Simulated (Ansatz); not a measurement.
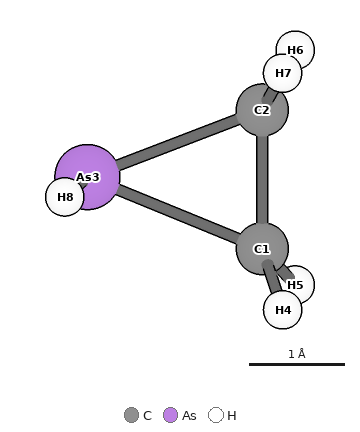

Figure 1. The structure (ball-and-stick view, seen at a tilt; atoms are numbered from 1 in the order of the input).

Run report: C₂H₅As, single-point calculation

C₂H₅As, computed with RKS PBE0-D4/def2-TZVPP (Ansatz 0.2.0).

The geometry comes from this level: PBE0-D4/def2-TZVP.

Input file
```yaml
crystal:
  periodic: [false, false, false]
  atoms:
    - {symbol: C, position_ang: [-0.648933, 0.226367, -0.453213]}
    - {symbol: C, position_ang: [0.690729, 0.453792, 0.120134]}
    - {symbol: As, position_ang: [-0.393723, -0.778641, 1.245649]}
    - {symbol: H, position_ang: [-0.736459, -0.376316, -1.347754]}
    - {symbol: H, position_ang: [-1.378243, 1.024266, -0.378069]}
    - {symbol: H, position_ang: [0.888827, 1.409133, 0.591534]}
    - {symbol: H, position_ang: [1.547912, 0.010887, -0.369946]}
    - {symbol: H, position_ang: [0.122092, -2.026689, 0.535865]}
basis:
  gaussian: {orbitals: def2-TZVPP}
hamiltonian: {xc: pbe0, dispersion: d4}
output: {orbitals: {seedname: orbitals}}
```

Machine: 2 threads of Arm Neoverse V1, 23 GiB of memory available, shared host.

Command:
```bash
ansatz run in.yaml --threads 2 --pin off --events-out ev --progress --plain --max-ram 4352MiB
```

The program's output
```
Functional definition: PBE0
  name "PBE0"
  cite "Adamo & Barone, J. Chem. Phys. 110, 6158 (1999) doi:10.1063/1.478522"
  cite "Perdew, Burke & Ernzerhof, Phys. Rev. Lett. 77, 3865 (1996) doi:10.1103/PhysRevLett.77.3865"
  parent pbe
  parameter a = 0.25
  parameter kappa = 0.804
  parameter beta = 0.06672455060314922
  exchange = (1 - a)*pbe_x(kappa = kappa, mu = beta*pi^2/3) + a*exact_x
  correlation = pbe_c(beta = beta)
1078 factors; their error is unknown
mean field evaluation 1: about -62977.0372 eV, gradient 6.3e1 eV
mean field evaluation 2: about -62959.3249 eV, gradient 9.8e1 eV
mean field evaluation 4: about -62986.6367 eV, gradient 3.5e0 eV
mean field evaluation 8: about -62986.6634 eV, gradient 4.7e-2 eV
mean field evaluation 16: about -62986.9025 eV, gradient 1.4e-4 eV
mean field -62986.90249299 eV, -2314.7259725615 hartree, gradient 2.3e-5 eV, S^2 0.000000; 0 other end points of the search recorded, 0 dependent functions left out
reference -62986.90251850 eV, -2314.7259734990 hartree; 25, 25 occupied and 155, 155 virtual orbitals, 1078 factors
Total energy: -62987.01850942 eV, -2314.7302360866 hartree
```

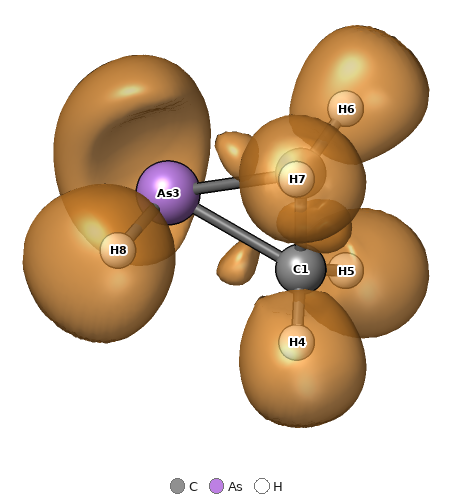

Figure 2. Isosurface of the ELF at 0.8 (orange), seen at a tilt. Only the valence region is drawn (cores and ρ < 0.01 e/Å³ removed). Profiles from the grid: C–C (1.47 Å): the ELF peaks at about 0.95 between the atoms (a shared electron pair). C–As (1.99 Å): the ELF peaks at about 0.80 between the atoms (a covalent bond).

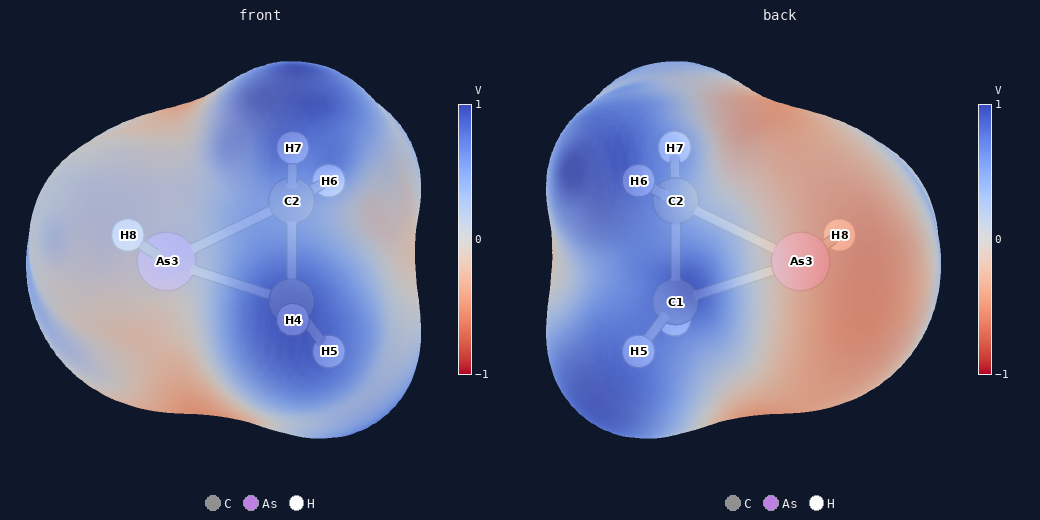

Figure 3. The electrostatic potential painted on the density surface at 0.002 e/bohr³, seen at a tilt and from behind; red is negative and blue positive. A positive charge is drawn to the negative regions and a negative charge to the positive ones.

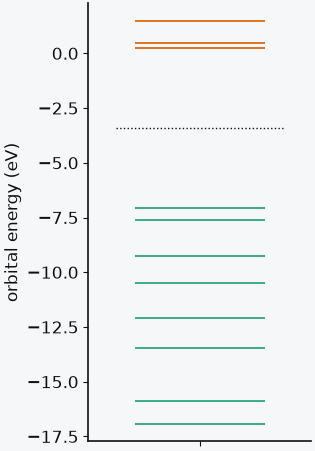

Figure 4. Orbital energies near the frontier; the dotted line parts filled from empty levels, and levels within 0.02 eV of each other stand side by side. Highest filled −7.04 eV, lowest empty 0.26 eV, 7.30 eV apart.

Key numbers

```csv
quantity,value
outcome,converged
total energy,−62987.0185 eV
mean-field energy,−62986.9025 eV
dispersion energy,−0.1160 eV
SCF solution under orbital rotations,stable
HOMO,−7.04 eV
LUMO,0.26 eV
wall time,2.8 s (CPU time 5.4 s)
peak memory,0.38 GiB
```
